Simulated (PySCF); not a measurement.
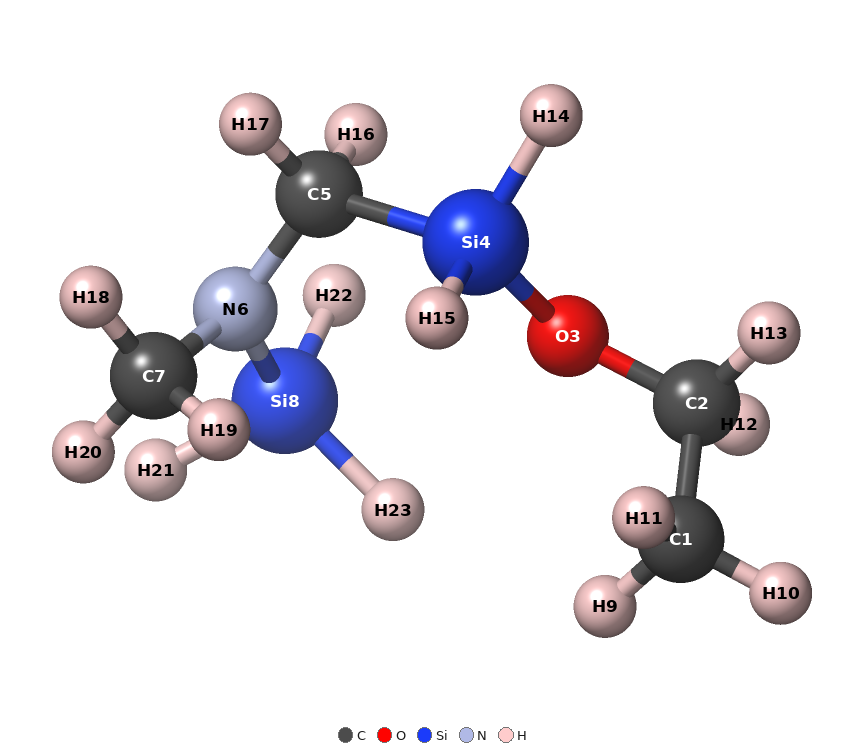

The computed structure is the end point of a GFN2-xTB optimisation. No frequency run is at hand to confirm it as a minimum. Electric field gradients from the ground-state density, PBE0/pcSseg-1 (PySCF 2.14.0), non-relativistic apart from any core potentials.

Give the largest field-gradient component, the quadrupole coupling constant and the asymmetry for 17O at O3 (Q = −25.6 mb), 14N at N6 (Q = 20.44 mb), 2H at H9 (Q = 2.86 mb), 2H at H10 (Q = 2.86 mb), 2H at H11 (Q = 2.86 mb), 2H at H12 (Q = 2.86 mb).

```csv
atom,V_zz (a.u.),e²qQ/h (MHz),η
O3,1.685,−10.13,0.36
N6,−1.115,−5.36,0.38
H9,0.315,0.211,0.01
H10,0.318,0.213,0.02
H11,0.315,0.211,0.03
H12,0.290,0.195,0.06
```

The geometry is semi-empirical. Around Si such bond lengths and angles can be off by a tenth of an ångström or more and by several degrees, and values that hang on the shape move with them.
